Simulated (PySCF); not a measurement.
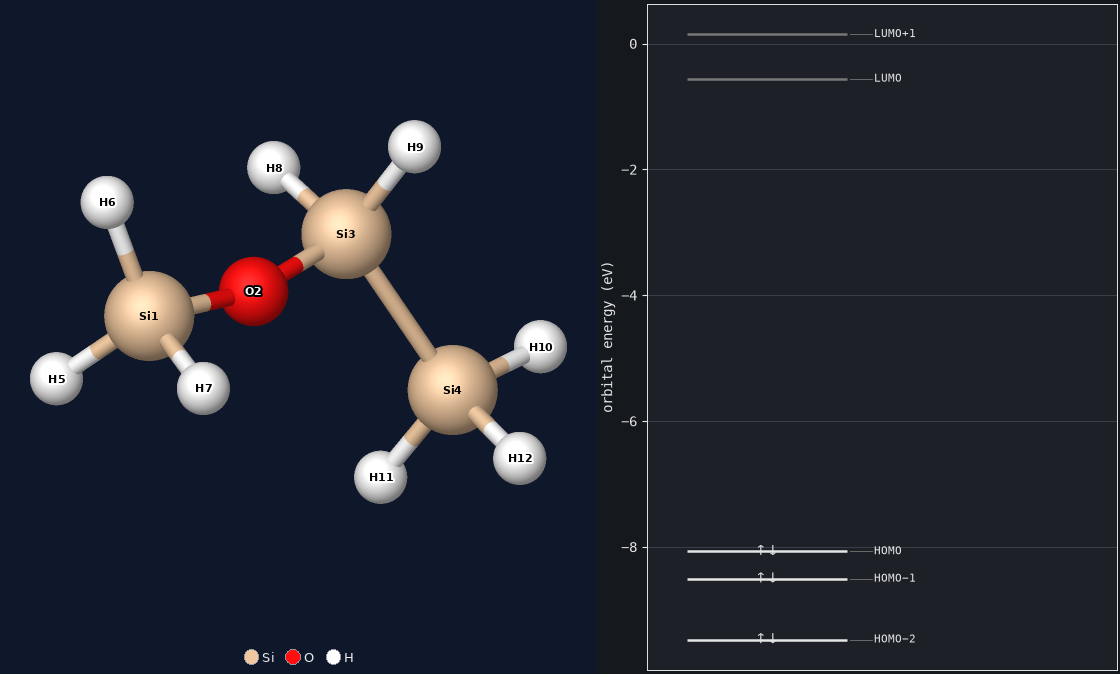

Si₃H₈O, SMILES [SiH3]O[SiH2][SiH3]. Kohn-Sham orbital energies near the frontier, PBE0/def2-SVPD with PySCF, at a GFN2-xTB geometry (no frequency check), isolated molecule; empty levels in grey, levels within 0.03 eV side by side.

### Where do the frontier orbitals lie?

HOMO at −8.07 eV, LUMO at −0.56 eV, 7.51 eV apart.

### On which atoms do HOMO and LUMO mostly sit?

HOMO: O2 25 %, Si4 23 %, Si3 21 %. LUMO: Si3 28 %, Si4 18 %, Si1 12 % (Löwdin shares).

### List the levels with the atoms that carry most of them (a dash for levels above zero or within 0.03 eV of another, where shares mean little).

```tsv
orbital	energy (eV)	Löwdin shares
LUMO+1	0.15	–
LUMO	−0.56	Si3 28 %, Si4 18 %, Si1 12 %
HOMO	−8.07	O2 25 %, Si4 23 %, Si3 21 %
HOMO−1	−8.51	O2 34 %, Si3 15 %, Si1 13 %
HOMO−2	−9.47	Si1 25 %, H6 20 %, O2 14 %
```

Note: the tight-binding geometry is rougher than a DFT one and adds to the error; one conformer of a flexible molecule; empty levels above zero depend strongly on the basis.
